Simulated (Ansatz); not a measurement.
# TiH2Cl2: geometry, orbitals and charge

What does TiH2Cl2 look like as a singlet, and where do its frontier electrons sit?

Program: Ansatz 0.2.0, Gaussian basis. Level of theory: RKS PBE0-D4/def2-TZVP. These are calculated values, not measurements.

Plan: relaxation at r2SCAN-D4/def2-TZVP; a search for the lowest solution at PBE0-D4/def2-SVP; a single point at PBE0-D4/def2-TZVP.

## (1) The system as given

5 atoms, charge 0, spin multiplicity 1.

Atoms are counted from 1 here; the program's logs count them from 0.

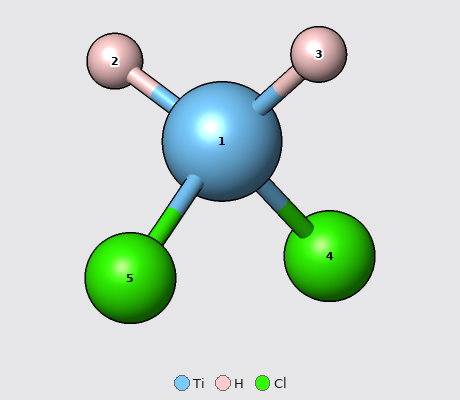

The starting geometry (titanium blue, hydrogen pink, chlorine green); atoms are numbered from 1 in the order of the file.

Formally the metal is d0. No spin-orbit coupling is included.

The start is a GFN2-xTB geometry.

## (2) Optimising with r2SCAN-D4/def2-TZVP

Input file in.yaml:

```yaml
crystal:
  periodic: [false, false, false]
  atoms:
    - {symbol: Ti, position_ang: [0.145180, -0.000150, 0.101750]}
    - {symbol: H, position_ang: [0.082370, -0.015860, 1.732040]}
    - {symbol: H, position_ang: [1.655290, 0.009110, -0.516340]}
    - {symbol: Cl, position_ang: [-0.946190, 1.694190, -0.643320]}
    - {symbol: Cl, position_ang: [-0.936670, -1.687290, -0.674130]}
basis:
  gaussian: {orbitals: def2-TZVP}
hamiltonian: {xc: r2scan, dispersion: d4}
scf: {lower_state_search: "off"}
output: {orbitals: {seedname: orbitals}}
relax: {f_tol: 0.02, max_steps: 100}
```

Started as:

```
$ ansatz run in.yaml --threads 4 --pin off --events-out ev --progress --plain --max-ram 3916MiB
```

Standard output, shortened:

```text
Functional definition: r2SCAN
  name "r2SCAN"
  cite "Furness, Kaplan, Ning, Perdew & Sun, J. Phys. Chem. Lett. 11, 8208 (2020) doi:10.1021/acs.jpclett.0c02405"
  cite "Furness, Kaplan, Ning, Perdew & Sun, J. Phys. Chem. Lett. 11, 9248 (2020) doi:10.1021/acs.jpclett.0c03077"
  parent r2scan
[...]
1013 factors; their error is unknown
[...]
mean field -48193.88420691 eV, -1771.0925776159 hartree, gradient 8.3e-6 eV, S^2 0.000000; 0 other end points of the search recorded, 0 dependent functions left out
[...]
reference -48193.88421955 eV, -1771.0925780805 hartree; 29, 29 occupied and 102, 102 virtual orbitals, 1013 factors
relax step   1: F+E_penalty+E_count = -48193.91440288 eV  Δ(F+E_penalty+E_count) = +0.000e0 eV  max|allowed force component| = 7.850e-1 eV/Å  Δτ_max = 0.0000 Å  (16 SCF iters, accepted)
[...]
relax step   3: F+E_penalty+E_count = -48194.04255165 eV  Δ(F+E_penalty+E_count) = -7.291e-3 eV  max|allowed force component| = 2.337e-2 eV/Å  Δτ_max = 0.0324 Å  (21 SCF iters, accepted)
[...]
relax step   4: F+E_penalty+E_count = -48194.04297030 eV  Δ(F+E_penalty+E_count) = -4.187e-4 eV  max|allowed force component| = 6.969e-3 eV/Å  Δτ_max = 0.0140 Å  (22 SCF iters, accepted)
Total energy: -48194.04298309 eV, -1771.0984125328 hartree
Atom 0 at     0.050630    -0.000182     0.035429 Å, force     0.000472    -0.000003     0.000328 eV/Å
Atom 1 at     0.044602    -0.015654     1.722596 Å, force     0.001948    -0.000010     0.002222 eV/Å
Atom 2 at     1.633574     0.009535    -0.548516 Å, force     0.002771     0.000003     0.001070 eV/Å
Atom 3 at    -0.869550     1.861285    -0.587740 Å, force    -0.002611     0.006969    -0.001743 eV/Å
Atom 4 at    -0.859276    -1.854984    -0.621768 Å, force    -0.002581    -0.006959    -0.001877 eV/Å
Dipole moment:     0.034298    -0.000124     0.023999 e Å
Checks for a lower state left out: stability, starts, cluster_reference, orbital_swaps, neighbouring_geometries, increment
```

Run time: 5.5 s. Hardware: 4 threads of Arm Neoverse V2, shared host.

Relaxation path:

| step | energy from step 1 (eV) | largest force component (eV/Å) |
| --- | --- | --- |
| 1 | 0.0000 | 0.7850 |
| 2 | -0.1209 | 0.2496 |
| 3 | -0.1281 | 0.0234 |
| 4 | -0.1286 | 0.0070 |

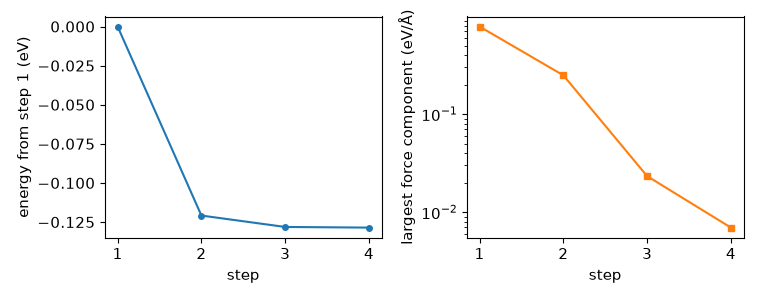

Energy and largest force along the relaxation.

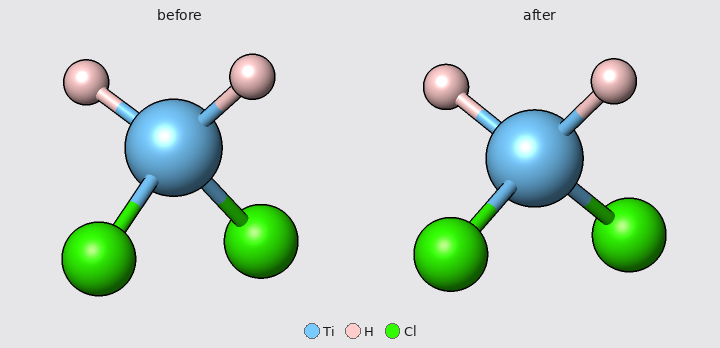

Before and after, at one scale.

Distances of close pairs at the start and the end, largest changes first:

| bond | before (Å) | after (Å) | change (Å) |
| --- | --- | --- | --- |
| Ti1–H2 | 1.632 | 1.687 | +0.056 |
| Ti1–H3 | 1.632 | 1.687 | +0.056 |
| Ti1–Cl4 | 2.149 | 2.168 | +0.019 |
| Ti1–Cl5 | 2.149 | 2.168 | +0.019 |

Bonds by kind at the end (by distance):

```csv
bond,count,shortest (Å),longest (Å)
Cl–Ti,2,2.168,2.168
H–Ti,2,1.687,1.687
```

## (3) Searching for the lowest solution, PBE0-D4/def2-SVP

start.molden holds the orbitals of an earlier run on this state, given as this run's starting guess.

Input file in.yaml:

```yaml
crystal:
  periodic: [false, false, false]
  atoms:
    - {symbol: Ti, position_ang: [0.050630, -0.000182, 0.035429]}
    - {symbol: H, position_ang: [0.044602, -0.015654, 1.722596]}
    - {symbol: H, position_ang: [1.633574, 0.009535, -0.548516]}
    - {symbol: Cl, position_ang: [-0.869550, 1.861285, -0.587740]}
    - {symbol: Cl, position_ang: [-0.859276, -1.854984, -0.621768]}
basis:
  gaussian: {orbitals: def2-SVP, initial_orbitals: start.molden}
hamiltonian: {xc: pbe0, dispersion: d4}
output: {orbitals: {seedname: orbitals}}
```

Same command.

Standard output:

```text
Functional definition: PBE0
  name "PBE0"
  cite "Adamo & Barone, J. Chem. Phys. 110, 6158 (1999) doi:10.1063/1.478522"
  cite "Perdew, Burke & Ernzerhof, Phys. Rev. Lett. 77, 3865 (1996) doi:10.1103/PhysRevLett.77.3865"
  parent pbe
  parameter a = 0.25
  parameter kappa = 0.804
  parameter beta = 0.06672455060314922
  exchange = (1 - a)*pbe_x(kappa = kappa, mu = beta*pi^2/3) + a*exact_x
  correlation = pbe_c(beta = beta)
772 factors; integrals over basis functions are off by at most 1.4e-3 eV
mean field evaluation 1: about -48170.3815 eV, gradient 5.8e0 eV
mean field evaluation 2: about -48170.4685 eV, gradient 6.9e-2 eV
mean field evaluation 4: about -48170.5224 eV, gradient 4.6e-4 eV
mean field evaluation 8: about -48168.8867 eV, gradient 2.2e1 eV
mean field evaluation 16: about -48170.5223 eV, gradient 6.7e-2 eV
mean field -48170.52236227 eV, -1770.2340456607 hartree, gradient 2.5e-5 eV, S^2 0.000000; 1 other end points of the search recorded, 0 dependent functions left out
reference -48170.52244004 eV, -1770.2340485186 hartree; 29, 29 occupied and 48, 48 virtual orbitals, 772 factors
Total energy: -48170.63326034 eV, -1770.2381210894 hartree
```

Run time: 1.1 s. Hardware: 4 threads of Arm Neoverse V2, shared host.

From the report: HOMO -9.32 eV, LUMO -3.41 eV.

## (4) Single point, PBE0-D4/def2-TZVP

Changes to in.yaml since step 3:

```diff
@@ -9,4 +9,5 @@
 basis:
-  gaussian: {orbitals: def2-SVP, initial_orbitals: start.molden}
+  gaussian: {orbitals: def2-TZVP, initial_orbitals: start.molden}
 hamiltonian: {xc: pbe0, dispersion: d4}
+scf: {omitted_lower_state_checks: [starts]}
 output: {orbitals: {seedname: orbitals}}
```

Launched as before.

Standard output:

```text
Functional definition: PBE0
  name "PBE0"
  cite "Adamo & Barone, J. Chem. Phys. 110, 6158 (1999) doi:10.1063/1.478522"
  cite "Perdew, Burke & Ernzerhof, Phys. Rev. Lett. 77, 3865 (1996) doi:10.1103/PhysRevLett.77.3865"
  parent pbe
  parameter a = 0.25
  parameter kappa = 0.804
  parameter beta = 0.06672455060314922
  exchange = (1 - a)*pbe_x(kappa = kappa, mu = beta*pi^2/3) + a*exact_x
  correlation = pbe_c(beta = beta)
these checks for a lower state are left out or cut short: starts
1090 factors; their error is unknown
mean field evaluation 1: about -48180.1374 eV, gradient 1.4e2 eV
mean field evaluation 2: about -48182.0662 eV, gradient 3.5e0 eV
mean field evaluation 4: about -48182.3129 eV, gradient 1.6e-1 eV
mean field -48182.31295310 eV, -1770.6673418816 hartree, gradient 7.1e-5 eV, S^2 0.000000; 0 other end points of the search recorded, 0 dependent functions left out
reference -48182.31298549 eV, -1770.6673430721 hartree; 29, 29 occupied and 102, 102 virtual orbitals, 1090 factors
Total energy: -48182.42380579 eV, -1770.6714156428 hartree
Checks for a lower state left out: starts
```

Wall time 1.1 s (4 threads of Arm Neoverse V2, shared host).

From the report: HOMO -9.32 eV, LUMO -3.41 eV.

Mulliken charges, from this run's orbitals:

| atom | value (e) |
| --- | --- |
| Ti1 | 0.83 |
| H2 | -0.09 |
| H3 | -0.09 |
| Cl4 | -0.33 |
| Cl5 | -0.33 |

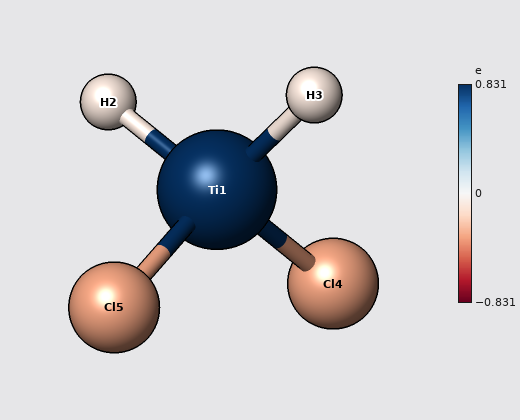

Mulliken charges, from this run's orbitals, as colours on the atoms.

Largest Mayer bond orders: Ti1–Cl4 1.15; Ti1–Cl5 1.15; Ti1–H2 0.97; Ti1–H3 0.97.

The fields below are evaluated on a grid from the run's orbitals.

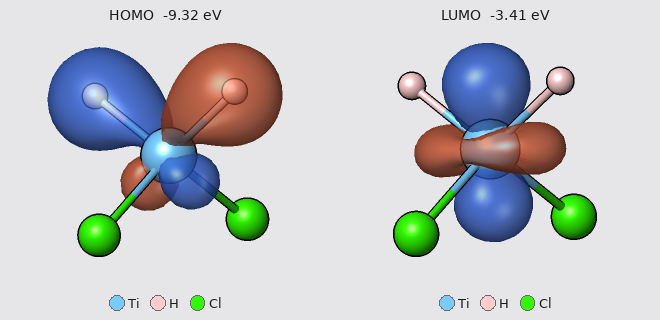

PBE0-D4/def2-TZVP orbitals near the gap, drawn at the value that encloses 70 % of each; the two colours are the two signs.

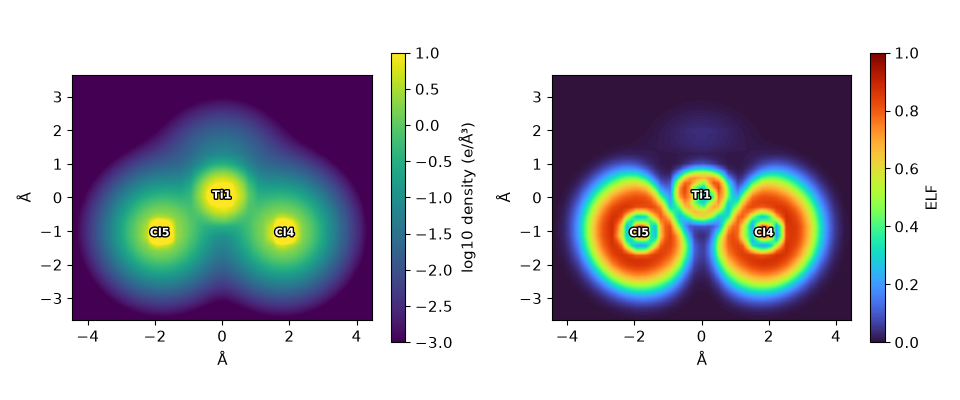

Density (left) and ELF (right) in a plane through or near 3 of the atoms.

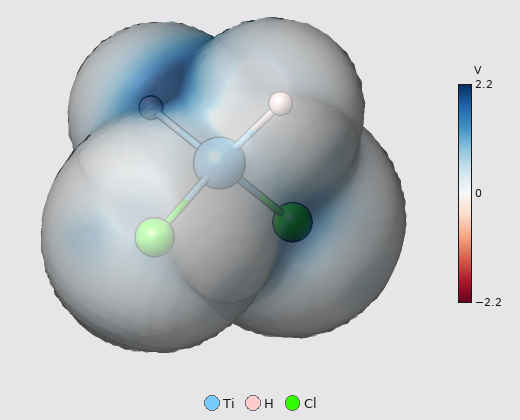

The potential that a unit positive charge feels on the 0.002 e/bohr³ surface, from -0.03 to 2.20 V.

## (5) Outcome

```
                                         quantity                               value
                                      point group                                 C2v
                     near neighbours of the metal  H 1.69, H 1.69, Cl 2.17, Cl 2.17 Å
                  HOMO, LUMO at PBE0-D4/def2-TZVP                     -9.32, -3.41 eV
charge on the metal (Mulliken, PBE0-D4/def2-TZVP)                             +0.83 e
                    dipole at r2SCAN-D4/def2-TZVP                              0.20 D
```

The molecule keeps its bonding pattern by the stored test; the atoms moved 0.13 Å (rms), and the angle Cl4–Ti1–Cl5 went from 104° to 118°. The metal has 4 near neighbours by the distance rule, from 1.69 to 2.17 Å. The Mulliken charge of the metal, +0.83 e, depends on the basis and isn't its oxidation state. No usable vibrations, so a minimum isn't proven. The HOMO lies nearest to H2, H3 about 35 % each; Ti1 27 % and the LUMO to Ti1 76 %; H2, H3 about 8 % each. Whether this spin is the lowest isn't tested here.
